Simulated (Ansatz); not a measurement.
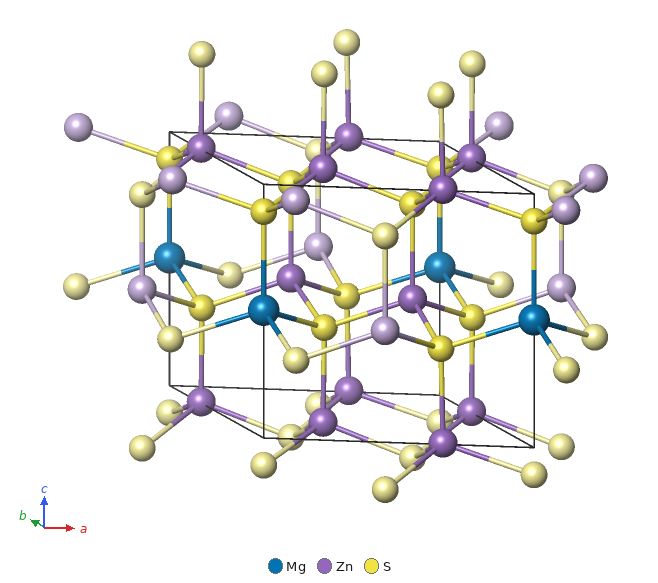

Crystal structure, ball-and-stick style, seen slightly off an axis. One conventional unit cell is framed, with atoms on its boundary repeated. Bonds that leave the box are completed with the atoms at their other ends, in fainter colours.

MgZn5S6, space group P31m (No. 157), a = 6.719 Å, b = 6.719 Å, c = 6.341 Å, α = 90.00°, β = 90.00°, γ = 120.00°. The cell started as a structure type filled with these elements by a generator (whether the compound takes this form wasn't checked). Earlier steps of the study, as a rule a relaxation of our own, may have changed the cell and positions, so they can lie some per cent off the listed ones. Ansatz was used for an electronic-structure calculation on it.

This one geometry was computed with Ansatz (DFT, plane waves, PAW) at three levels of theory: PBE, LDA and r2SCAN.

Q: Which level gives the highest pressure at this volume, and what does that say about its equilibrium volume?

A: Highest: PBE (0.0 GPa), which points to the largest equilibrium volume. Lowest, with the smallest volume: LDA (-5.4 GPa). Levels within 0.5 GPa of each other can't be told apart.

Q: How does the band gap change with the level of theory?

A: LDA: a gap of 1.99 eV, direct; PBE: a gap of 2.25 eV, direct; r2SCAN: a gap of 2.81 eV, direct.

Q: Collect the results in a table.

A:
| level | cutoff (eV) | k-mesh of the run's cell | gap (eV) | pressure (GPa) |
| --- | --- | --- | --- | --- |
| PBE | 420 | 6×6×4 | 2.25 | 0.0 |
| LDA | 420 | 6×6×4 | 1.99 | -5.4 |
| r2SCAN | 500 | 6×6×4 | 2.81 | -2.0 |

Gaps are taken on the k-mesh or band path of each run.
